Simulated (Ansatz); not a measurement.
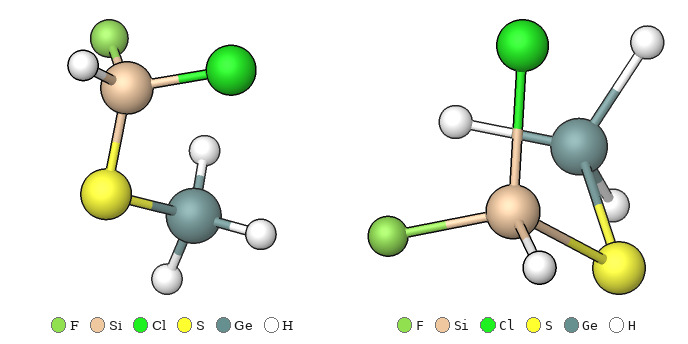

Two views of one molecule.

The geometry was computed by an optimisation with PBE0-D4/def2-TZVP. No frequency run is at hand to confirm it as a minimum.

**Give the formula.**

ClFGeH₄SSi, 9 atoms: 1 chlorine, 1 fluorine, 1 germanium, 4 hydrogen, 1 sulfur and 1 silicon.

**Give a SMILES string for it.**

F[Si@H](Cl)[S][GeH3]

**How many atoms are distinct by symmetry?**

9: 1 F, 1 Si, 1 Cl, 1 S, 1 Ge, 1 H, 1 H, 1 H, 1 H.

**Name some functional groups or characteristic bonds that it holds.**

Among them: Si–H bond.

More results for the same structure follow; atom numbers are the same in all pictures, views and colours differ.

### Geometry

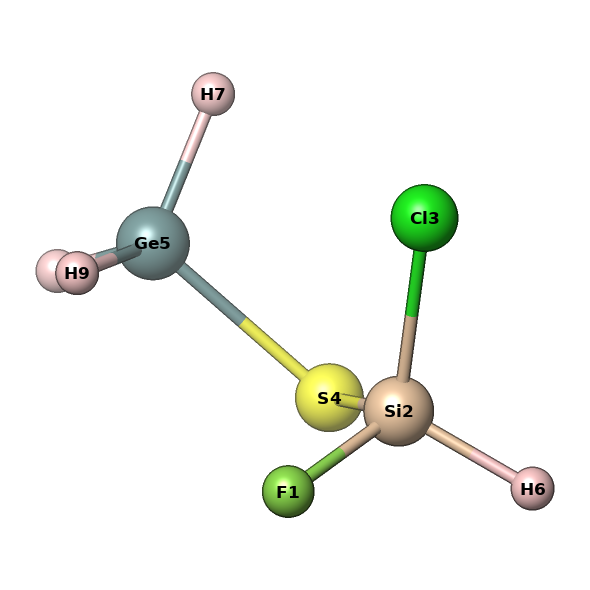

S4 lies behind Si2. The molecule seen a little off the Si2–S4 bond, Si2 in front. Atoms fade into the background with distance from the viewer. No frequency run is at hand to confirm it as a minimum.

**What is the torsion angle Cl3–Si2–S4–Ge5? The sign is positive where the front bond must turn clockwise to cover the back bond.**

−48°, synclinal (gauche).

### Charges

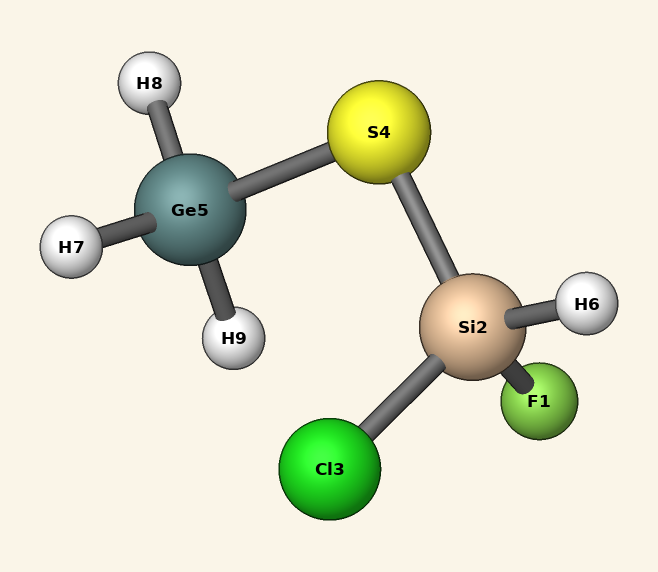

The questions are on Mulliken charges. No frequency run is at hand to confirm it as a minimum. Method: RKS B3LYP-D4/def2-TZVPP (Ansatz 0.2.0).

**Which atom carries the highest charge (most positive or least negative)?**

Si2 (0.67 e).

**And the lowest?**

S4 (−0.33 e).

List the Mulliken charges.

| atom | value (e) |
| --- | --- |
| F1 | −0.30 |
| Si2 | 0.67 |
| Cl3 | −0.23 |
| S4 | −0.33 |
| Ge5 | 0.18 |
| H6 | −0.06 |
| H7 | 0.02 |
| H8 | 0.02 |
| H9 | 0.03 |

### Levels of theory compared

No frequency run is at hand to confirm it as a minimum. Program: Ansatz 0.2.0.

Compare HOMO–LUMO gap (eV), HOMO energy (eV) at these levels: B3LYP-D4/def2-TZVPP; PBE-D4/def2-TZVPP; PBE0-D4/def2-TZVPP; r2SCAN-D4/def2-TZVPP; ωB97M-V/def2-TZVPP; ωB97X-V/def2-TZVPP.

| level | HOMO–LUMO gap (eV) | HOMO energy (eV) |
| --- | --- | --- |
| B3LYP-D4/def2-TZVPP | 6.81 | −7.65 |
| PBE-D4/def2-TZVPP | 5.19 | −6.68 |
| PBE0-D4/def2-TZVPP | 7.32 | −7.91 |
| r2SCAN-D4/def2-TZVPP | 5.77 | −6.98 |
| ωB97M-V/def2-TZVPP | 11.35 | −10.07 |
| ωB97X-V/def2-TZVPP | 11.74 | −10.24 |

### Dipole moment

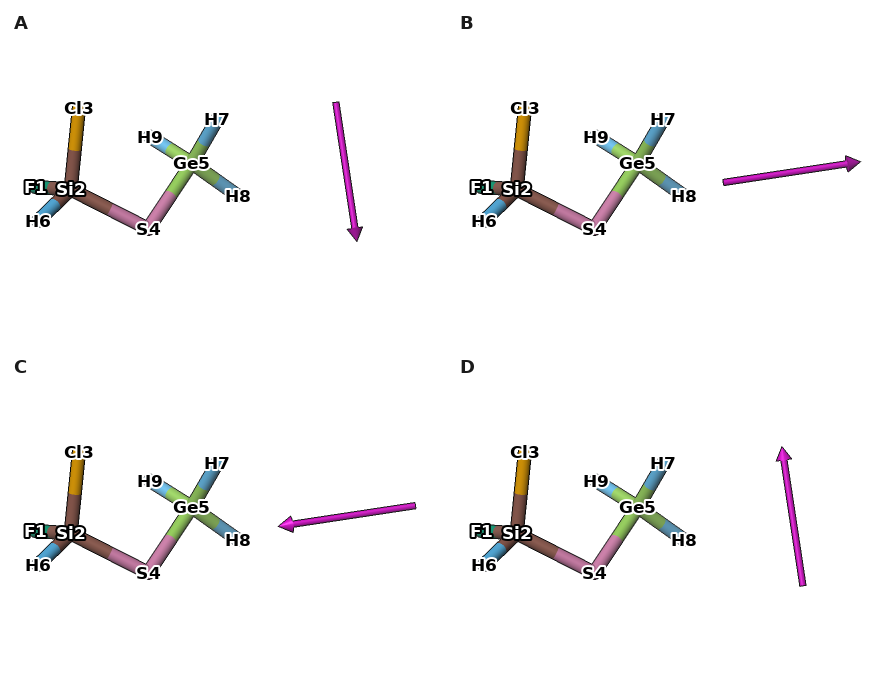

The same molecule four times, each with an arrow. No frequency run is at hand to confirm it as a minimum. Level of theory: RKS PBE-D4/def2-TZVPP (Ansatz 0.2.0).

**Which arrow points along the dipole moment, from the negative to the positive end?**

B. The dipole moment is 1.28 D; it points from the side of H6 to the side of H8 (the outermost atoms at the two ends).

Mulliken values depend strongly on the basis set and can even reverse the polarity of a bond.
